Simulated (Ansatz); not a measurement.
Hf3N4 (space group I-43d)

```xyz
14
Lattice="-3.3256 3.3256 3.3256 3.3256 -3.3256 3.3256 3.3256 3.3256 -3.3256" Properties=species:S:1:pos:R:3 pbc="T T T"
Hf    -1.6628     2.4942     3.3256
Hf     0.8314     3.3256     1.6628
Hf     1.6628     0.8314     3.3256
Hf     2.4942     3.3256    -1.6628
Hf     3.3256    -1.6628     2.4942
Hf     3.3256     1.6628     0.8314
N      0.4637     3.7893    -0.4637
N      2.1265     1.1990    -1.1990
N      2.8618     2.8618     2.8618
N      1.1990    -1.1990     2.1265
N      3.7893    -0.4637     0.4637
N     -1.1990     2.1265     1.1990
N     -0.4637     0.4637     3.7893
N      1.1990     1.1990     1.1990
```

Equation-of-state scan: isotropic scaling of the cell above, V₀ being its volume. The atoms relax within the cell's symmetry.

These are PBEsol (plane waves to 420 eV, PAW, scalar-relativistic; Ansatz, an electronic-structure program) values and carry that method's errors. k mesh 6×6×6 (Γ-centred), Fermi-Dirac smearing 0.05 eV. The energy includes the smearing's −TS. Hf3N4 is run without spin polarisation. Hf3N4 was relaxed with its symmetry unable to fall. Spin-orbit coupling is left out, though Hf is heavy. The zero of ΔE is the relaxed starting cell.

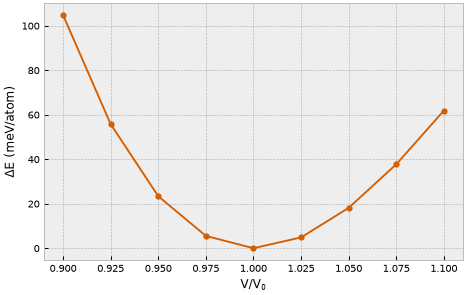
*ΔE (meV/atom) against V/V₀; markers are the computed points, lines only join them.*

Task: What is ΔE at V/V₀ = 1.100?

Result: About 62 meV/atom.

Task: What is ΔE at V/V₀ = 0.900?

Result: About 100 meV/atom.

Task: What bulk modulus B₀ follows from a third-order Birch-Murnaghan fit?

Result: About 240 GPa.

(A scan under strain: stresses follow from slopes of the energy per volume, elastic moduli from its curvatures.)
